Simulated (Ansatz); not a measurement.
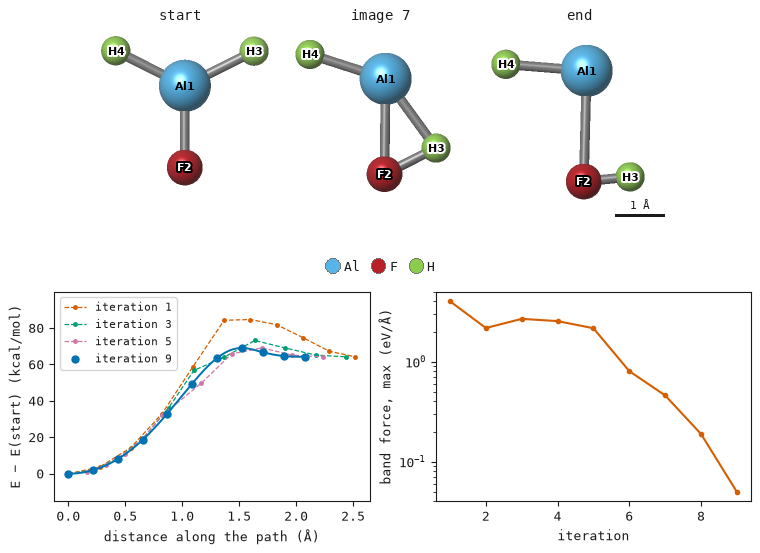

A nudged-elastic-band calculation for AlH₂F. Images are numbered from 0 (start) to 10 (end). The plot follows the band through its iterations. A ball-and-stick model, seen face on.

The calculation used RKS PBE/def2-SVP in Ansatz. Run with 9 movable images; climbing image; force threshold 0.05 eV/Å; iteration limit 60; starting path through a guess of the saddle point.

> Did the band converge, and can the barrier be trusted?

The result is final at these settings. The band converged in 9 iterations. The largest component of the band force went from 4 to 0.05 eV/Å. The climbing image converged on the top of the path. Its vibrational analysis gives one imaginary mode (957i cm⁻¹), as a transition state must have. The first iteration put the highest image at 84.7 kcal/mol. The energy climbs by 69.1 kcal/mol to image 7 and then falls by 4.9 kcal/mol, so the end point sits at +64.2 kcal/mol.

The run took 57 s on 1 thread of Arm Neoverse V1, on a shared host, peak memory 0.086 GiB.
